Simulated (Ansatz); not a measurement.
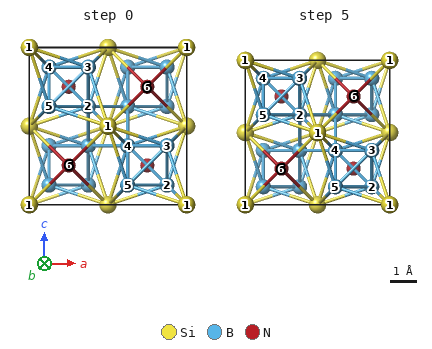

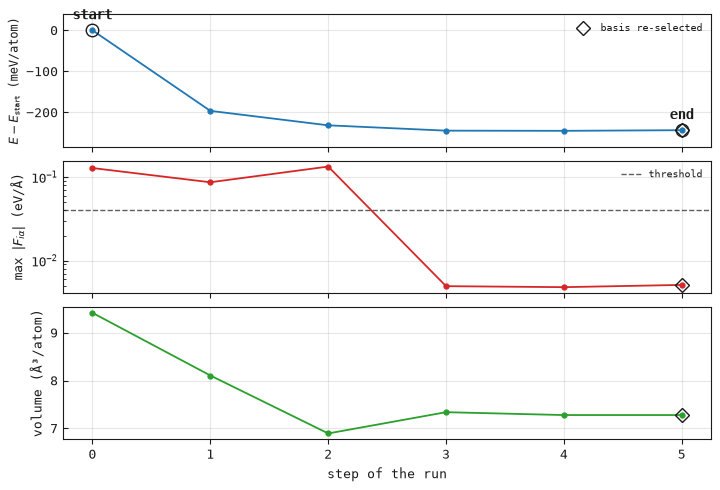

First and last geometry of a relaxation of solid SiB4N (a generated structure, set up in F-43m) (coarse preliminary run), with the history of the run. The picture is a ball-and-stick view of the conventional cell (4 times the calculation's cell), seen along the b axis. Lengths and directions refer to the drawn axes.

Level of theory: Ansatz 0.2.0, DFT PBE, scalar-relativistic, plane waves, PAW.

Input
```yaml
crystal:
  lattice:
    - [0.0, 3.04555926, 3.04555926]
    - [3.04555926, 0.0, 3.04555926]
    - [3.04555926, 3.04555926, 0.0]
  atoms:
    - { symbol: Si, position: [0.0, 0.0, 0.0] }
    - { symbol: B, position: [0.87497219, 0.37500927, 0.37500927] }
    - { symbol: B, position: [0.37500927, 0.37500927, 0.37500927] }
    - { symbol: B, position: [0.37500927, 0.87497219, 0.37500927] }
    - { symbol: B, position: [0.37500927, 0.37500927, 0.87497219] }
    - { symbol: "N", position: [0.75, 0.75, 0.75] }
basis:
  ecutwfc: 420
kpoints:
  mp_grid: { grid: [6, 6, 6] }
hamiltonian:
  xc: pbe
scf:
  occupations: { method: gaussian, width: 0.1 }
  lower_state_search: "off"
output:
  forces: true
  stress: true
  eigenvalues: true
relax:
  adjacent_minimum: "off"
  f_tol: 0.04
  max_steps: 70
  cell: { stress_tol: 0.4 }
```

Command:
```bash
ansatz run input.yaml --threads 1 --pin off --max-ram 2560MiB --backend cpu --events-out ev --progress --plain --runs-dir out
```

**Did the run converge, and what did it change?**

It converged. The largest moves relative to the cell, 0.007 Å, are those of B2, B3, B4 and B5. B3 goes along [1 −1 1]. Si and N stay in place. The volume changes by −22.7 %, with a = b = c 6.091 → 5.590 Å (−8.2 %). Among the contacts that change: Si1–N6 2.638 → 2.420 Å, Si1–B2 2.525 → 2.319 Å, B2–B3 2.153 → 1.964 Å, B2–B3 (another image) 2.154 → 1.988 Å. The space group stays F-43m (No. 216). After 4 accepted moves (5 points after the start) the energy has fallen by 243 meV per atom. Largest force component: 0.13 eV/Å at the start, 0.0051 eV/Å at the end. The pressure goes from −28.45 to −0.35 GPa. At 1 point the geometry stayed and the basis and grid were re-selected for the new cell (energy shift of 1.6 meV per atom at most each time).
